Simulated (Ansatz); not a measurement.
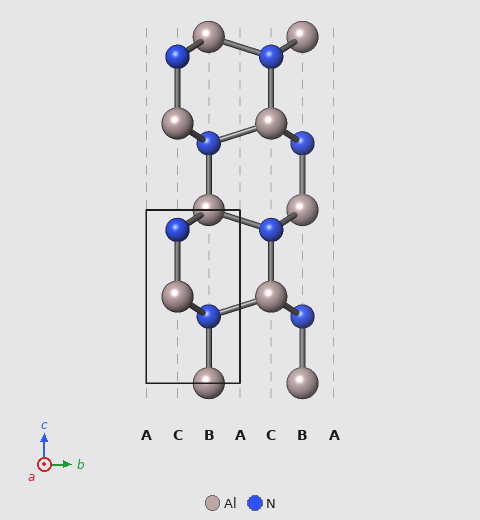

Projection along an edge of the hexagonal mesh, stacking direction c upwards. The dashed lines mark the three columns A (0, 0), B (1/3, 2/3) and C (2/3, 1/3). The sequence starts with the first layer at or above the cell's origin.

System AlN (space group P6_3mc, No. 186); source of the atomic positions: a calculation's input that goes back to an entry of the Crystallography Open Database (an earlier step may have relaxed or displaced it).

> Read off the stacking sequence over one period.

Al(B) – N(B) – Al(C) – N(C) (four layers in 4.98 Å).

> How are the N layers alone stacked?

N layers alone: BC, the hexagonal close-packed type.

> Which positions between or in the N layers do the other atoms fill?

Al: two tetrahedral sites, counted in one hexagonal cell.

> What short polytype symbol fits?

Polytype symbol 2H, the symbol of a tetrahedral polytype (number of double layers in the repeat and lattice).

Heights of the layers:

| layer | atoms (column) | height (Å) | to next (Å) |
| --- | --- | --- | --- |
| 1 | Al(B) | 0.00 | 1.92 |
| 2 | N(B) | 1.92 | 0.57 |
| 3 | Al(C) | 2.49 | 1.92 |
| 4 | N(C) | 4.41 | 0.57 |
